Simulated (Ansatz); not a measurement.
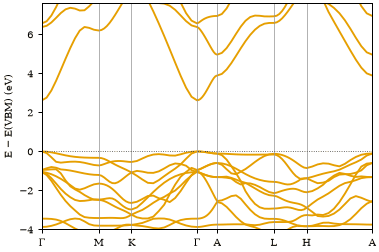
Figure: Band structure from the program Ansatz at the r²SCAN level (PAW)

Problem. Read off the gap and where the band edges lie.

Solution. About 2.6 eV (2.62 eV by a search for the band edges); maximum at Γ, minimum at Γ.

The material is MgZn₂O₃ in space group P-3m1 (No. 164; Mg on 1a, Zn on 2d, O on 2d, O on 1b).

The workflow started from a Materials Project entry (that database holds measured and hypothetical structures alike); the Crystallography Open Database copy checked does not list it. With Mg and Zn taken as one species the cell has the higher symmetry Fm-3m, so it may be an ordered model of a mixed-site phase. Its standing as an ambient phase is unchecked. Symmetry was held in the r²SCAN relaxation; of distortions, only those at the zone centre were tested.

Potentials: the later of the program's two PAW sets.
